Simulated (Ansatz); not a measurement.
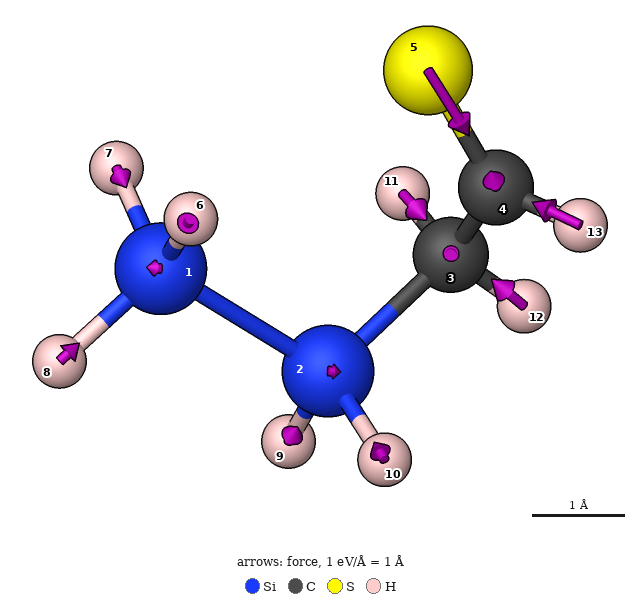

Starting geometry of C2H8SSi2 with the computed forces as purple arrows. The picture is a ball-and-stick view, seen at a tilt.

The start comes from PBE-D4/def2-SVP.

Theory: RKS PBE0-D4/def2-TZVP (Ansatz 0.2.0). (force threshold 0.005 eV/Å; at most 150 steps)

Question: What follows when this structure is relaxed?

Answer: It isn't relaxed: the largest force vector, on S5, is 0.96 eV/Å. The final displacements follow the starting forces only in part (cosine between the two patterns 0.32). The energy falls by 1.24 kcal/mol in 9 accepted moves (11 points after the start). Largest force component: 0.95 eV/Å at the start, 0.003 eV/Å at the end. The line search rejected the trial steps at points 2, 10 of the run. The forces were under the threshold at step 8, but the run went on from there. The largest move after the best rigid fit is that of S5, 0.14 Å. Largest moves by element: S 0.14 Å, H 0.11 Å, C 0.03 Å, Si 0.03 Å. Near-neighbour distances that change, for instance: C4–S5 1.639 → 1.616 Å, Si2–C3 1.935 → 1.912 Å, Si1–H8 1.509 → 1.490 Å, Si1–H6 1.502 → 1.484 Å. Cost: 70 s on 4 threads of Arm Neoverse V1, on a shared host.
